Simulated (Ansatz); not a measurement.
**H$_{3}$NOSi (SMILES [NH-][SiH]O) (charge −1, doublet): density, localisation and related maps**

The calculation's input:

```
crystal:
  periodic: [false, false, false]
  atoms:
    - {symbol: "N", position_ang: [-0.084779, 1.038404, 0.957868]}
    - {symbol: O, position_ang: [1.384085, -0.801193, 2.350205]}
    - {symbol: Si, position_ang: [0.042956, -0.609440, 1.248573]}
    - {symbol: H, position_ang: [-0.777860, 1.353517, 0.281192]}
    - {symbol: H, position_ang: [-1.073339, -1.301082, 2.072059]}
    - {symbol: H, position_ang: [1.840336, 0.051334, 2.356753]}
basis:
  gaussian: {orbitals: def2-TZVPD}
total_charge: -1
magnetization: {spin_polarized: true, initial_magnetization: 1}
hamiltonian: {xc: {name: PBE0}}
output: {forces: true, orbitals: {seedname: orbitals}}
```

Run with:

```sh
ansatz run input.yaml --threads 2 --pin off --max-ram 4350MiB --events-out events.jsonl --progress --plain --runs-dir runs
```

Geometry: B3LYP-D3(BJ)/def2-SVPD; the highest occupied orbital lies above zero, a sign that basis and functional describe the outermost electron poorly.

All numbers below come from isolated molecule in a Gaussian basis; Kohn-Sham density functional theory, functional PBE0 in Ansatz.

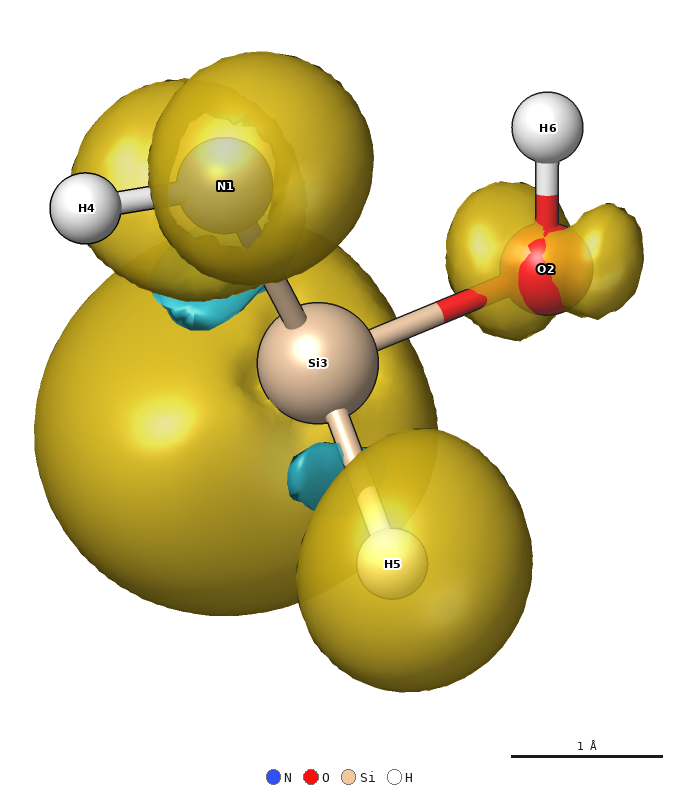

Figure 1. Isosurfaces of the spin density (α minus β) at +0.015 (yellow) and −0.015 e/Å³ (cyan), seen at a tilt.

Describe the spin distribution.

The unpaired spin (1 electron) lies mostly on Si3 (about 0.6), N1 (about 0.2) and H5 (about 0.1), in electrons by Hirshfeld's partition.

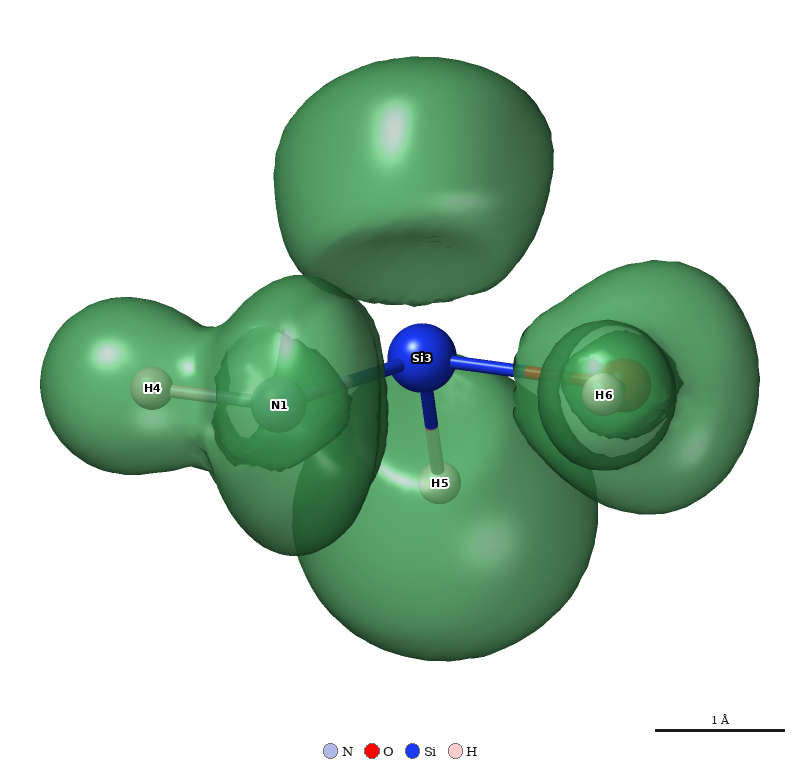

Figure 2. Isosurface of the electron localisation function at 0.75 (green), seen from one side. Only the valence region is drawn (cores and ρ < 0.01 e/Å³ removed).

Identify the bonds, lone pairs and shells in this picture.

At this value the surface marks out one region around a hydrogen nucleus, one lobe on Si, pointing away from the bonds (non-bonding electrons), one joined region spread over several atoms (H, N), in which their bonds and any lone pairs are merged and one joined region spread over several atoms (H, O), in which their bonds and any lone pairs are merged. Profiles from the grid: Si–N (1.68 Å): the ELF peaks at about 0.90 between the atoms: a shared but strongly polarised pair. Si–O (1.75 Å): the ELF peaks at about 0.85 between the atoms: a polar covalent bond.

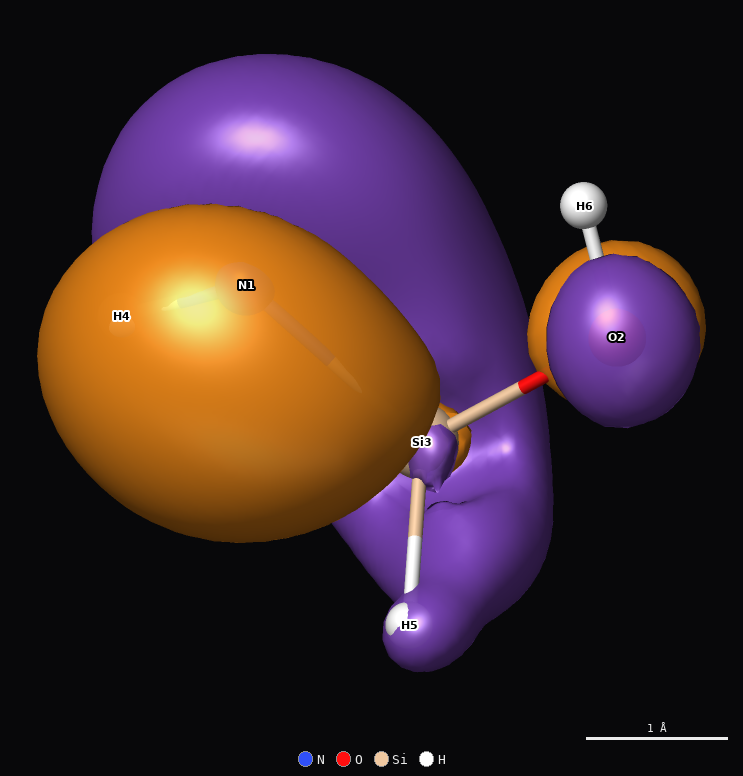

Figure 3. The HOMO (β) at ±0.08 Å⁻³ᐟ² (orange and purple are the two phases), seen at a tilt.

Describe this orbital and give its energy.

It lies mainly on N1 (about 60 %) and Si3 (about 25 %). Its energy is −0.86 eV.
